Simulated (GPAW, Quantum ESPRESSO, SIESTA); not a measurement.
# Out-of-plane response of hcp Ti under biaxial strain, QE, PBE

Calculated with Quantum ESPRESSO 7.5: PBE; plane waves, GBRV 1.5 ultrasoft, 45/270 Ry; k-mesh 12×12×7. The first two cell vectors are strained alike from typed lattice constants; the third vector's length and the atoms are relaxed.

```
in-plane strain (%)  100 ln(c/c at zero strain)
                 -4                       3.559
                 -3                       2.602
                 -2                       1.711
                 -1                           ?
                  0                           0
                 +1                      -0.701
                 +2                      -1.533
                 +3                       -2.35
                 +4                      -3.189
```

**Question.** Fit a second-order form in the logarithmic strain to the rows given and interpolate to the withheld row.

Worked fit:

With u = ln[(1 + ε)/(1 + ε0)], counted from the row at ε0 = +0 % where y0 = 0, a second-order form y = y0 + a u + b u² makes v = (y − y0)/u a line in u.

```
         u         v
-0.0408220  -87.1834
-0.0304592  -85.4257
-0.0202027  -84.6916
0.00995033  -70.4499
 0.0198026  -77.4140
 0.0295588  -79.5025
 0.0392207  -81.3091
```

With n = 7: mean u = 0.00100694, mean v = -80.8538, Σ(u − ū)² = 0.0058984, Σ(u − ū)(v − v̄) = 0.66890. Slope b = 0.66890 / 0.0058984 = 113.40; intercept a = v̄ − b ū = -80.968.

At the withheld row u = -0.01005, v = a + b u = -82.11, and y = y0 + u v.

Prediction at -1: 0.8252. The run gave 0.86, so the fit is low by 0.035 (4.0 % of the value).

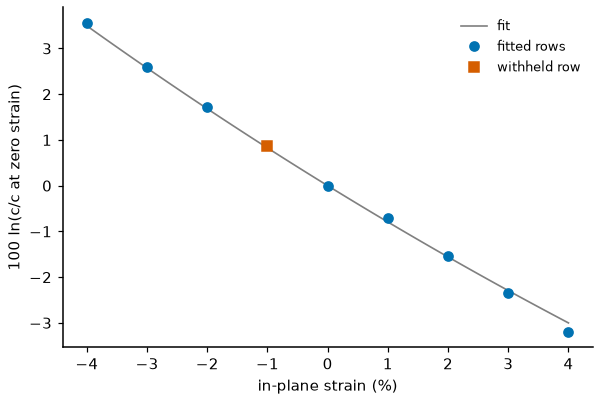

The fit, the rows that it rests on and the withheld row.

The first-order term says that the third edge changes by -0.81 % for each per cent of in-plane stretch at ε0. The second-order term makes up 1.4 % of v at the withheld row. Among the rows given, the largest miss of the fit is at +4, by 0.19 (2.8 % of the range of the table).

Limits: The nuclei are static. The DFT runs use Fermi–Dirac occupations of width 0.1 eV, and energies are free energies. The rows don't follow a smooth parabola (r.m.s. departure 0.6 % of their range), so v is no line in u and the first-order term is poorly fixed; a kink, the k-mesh or scatter of the relaxations can each do this.

[Logs are printed without paths, hosts, clocks, repeated set-up lines and the standing remarks that a program may print on its own settings, such as how far it seeks lower states.]

[Hosts, paths, dates, database ids (printed as entryN), source tags and the programs' standing remarks are cut or masked in the printed files.]
